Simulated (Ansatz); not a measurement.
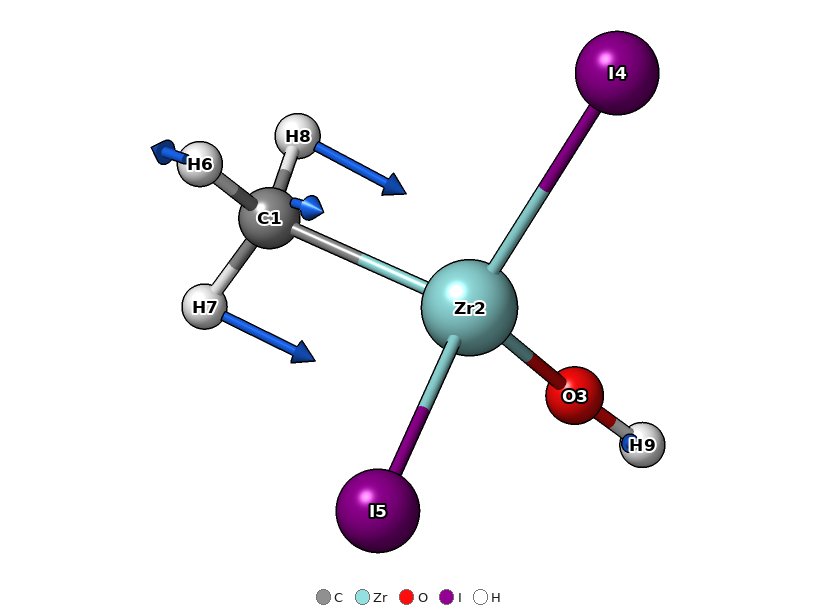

The arrows show one normal mode. Charge 0, singlet. Harmonic vibrations computed with RKS PBE0-D4/def2-TZVP, core potentials on I, Zr (Ansatz 0.2.0) at a stationary point of the same level.

Question: Estimate its harmonic wavenumber.

Answer: 530 cm⁻¹; it is mode 13 of 21 counted from the lowest.
